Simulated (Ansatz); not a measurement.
## Pressure series in TiSi2

The parent structure is TiSi₂ (space group Cmcm, No. 63).

```yaml
crystal:
  lattice:
    - [1.77297, -6.78252, 0.00000]
    - [1.77297, 6.78252, 0.00000]
    - [0.00000, 0.00000, 3.57969]
  atoms:
    - { symbol: Si, position: [0.94084, 0.05916, 0.75000] }
    - { symbol: Si, position: [0.05916, 0.94084, 0.25000] }
    - { symbol: Si, position: [0.25028, 0.74972, 0.75000] }
    - { symbol: Si, position: [0.74972, 0.25028, 0.25000] }
    - { symbol: Ti, position: [0.60320, 0.39680, 0.75000] }
    - { symbol: Ti, position: [0.39680, 0.60320, 0.25000] }
```

Cell and atoms are relaxed at each pressure.

The values are results of PBE (Ansatz, a first-principles code), spin-orbit coupling left out, earlier PAW set, not measurements.

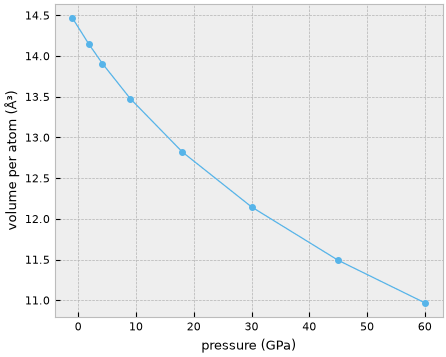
Fig. 1. Volume against pressure

**Question.** Estimate the zero-pressure bulk modulus from the plot.

**Answer.** About 130 GPa; a third-order Birch–Murnaghan fit to the points gives V₀ = 14.35 Å³/atom, B₀ = 127 GPa and B₀′ = 4.2.

Load acts through the strain it causes; cell and atoms are relaxed under it. Stability against distortions was not tested. No other phases were tried under pressure. The final runs are not spin-polarised.
